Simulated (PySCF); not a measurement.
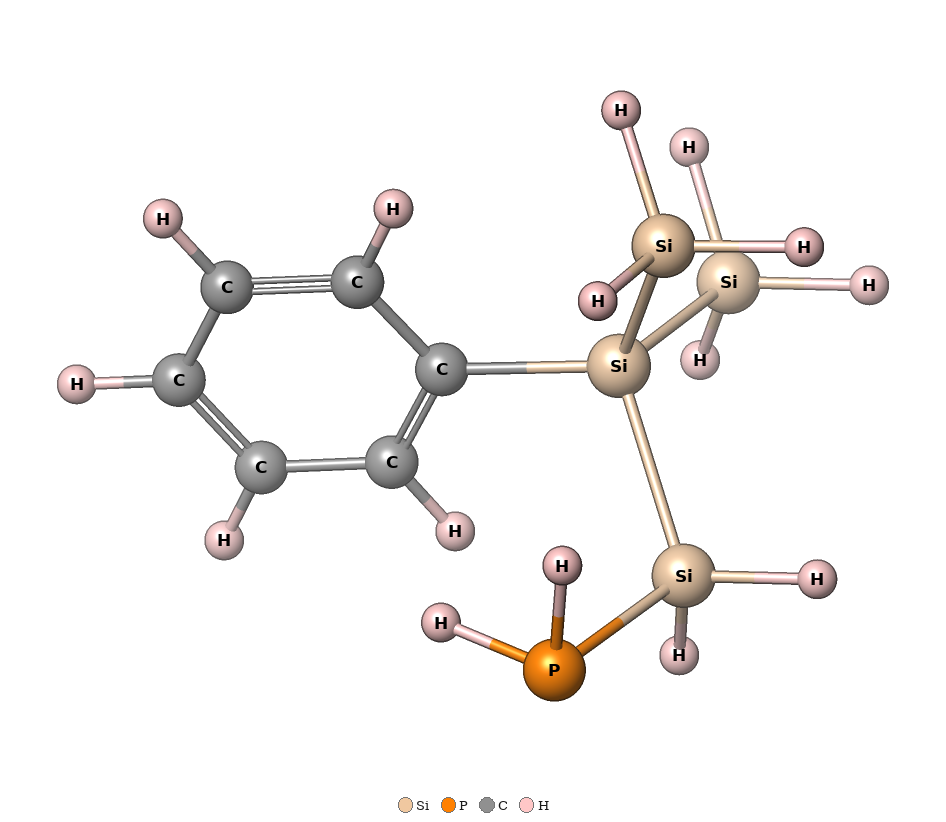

Orthographic view. Atoms fade into the background with distance from the viewer. The computed structure is the end point of a PBE0-D3(BJ)/def2-SVP optimisation. No frequency run is at hand to confirm it as a minimum.

Q: Give the standard InChI.

A: InChI=1S/C6H15PSi4/c7-10-11(8,9)6-4-2-1-3-5-6/h1-5H,7,10H2,8-9H3
